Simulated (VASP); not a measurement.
Band structure of CsI (CsCl type). Level of theory: vdW-DF-cx, VASP's PBE PAW potentials (set 64) (plane waves; VASP).

Unless said otherwise, spin-orbit coupling is left out, though it shifts the bands of the heavy elements here.

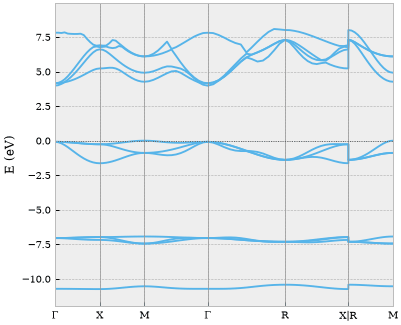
Figure: Bands along high-symmetry lines, zero at the valence-band maximum or, without a gap, the Fermi level

**Question.** Read the plot: is there a gap, and where are the band edges?

**Answer.** The gap is indirect, 3.98 eV, from the valence maximum at M to the conduction minimum at Γ. (Edges off the drawn lines would not show.)

Measured: gap 6.20 eV (computed value off by -2.22 eV), as given by Aguado et al., (1998), arXiv:cond-mat/9809176.

The compound is CsI in the CsCl type structure. It was relaxed first.
